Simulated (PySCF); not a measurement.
C3HF2, charge +1, SMILES `Fc1c[c+]1F`.

PySCF calculation, 6-311G** basis, gas phase; geometry: GFN2-xTB. No frequency check shows the geometry to be a minimum.

Cartesian coordinates (Å):

```
F1      -1.7869    0.5738    0.0000
C2      -0.6963   -0.0441    0.0000
C3      -0.0000   -1.2456    0.0000
C4       0.6962   -0.0441    0.0000
F5       1.7869    0.5739    0.0000
H6       0.0004   -2.3260    0.0000
```

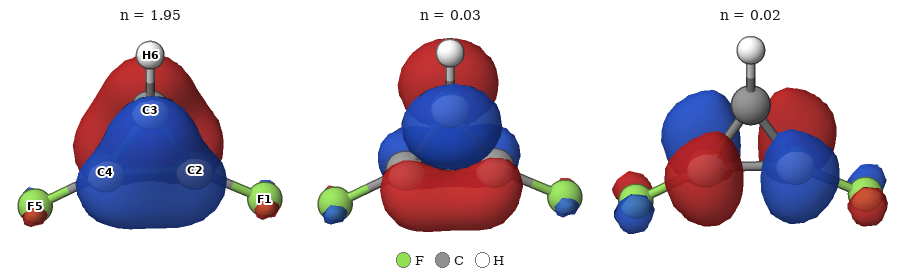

Natural orbitals of the π active space, CASSCF(2,3), singlet state, in order of falling occupation.

Question: How multiconfigurational is the state?

Answer: The leading determinant weighs 0.97; the effective number of unpaired electrons, Σ n²(2−n)², is 0.02; the most occupied of the weakly occupied orbitals holds 0.03 e, as in an ordinary closed-shell π system. The active space lowers the energy by 0.66 eV against Hartree–Fock.

Question: Where does the lowest triplet lie relative to the singlet, at this geometry and within this active space?

Answer: 6.75 eV above it by strongly contracted NEVPT2 (+6.77 eV by CASSCF); a small basis tends to put such gaps a few tenths of an eV too high. This is a vertical energy for π states alone; a state that uses lone pairs or σ orbitals may lie lower.
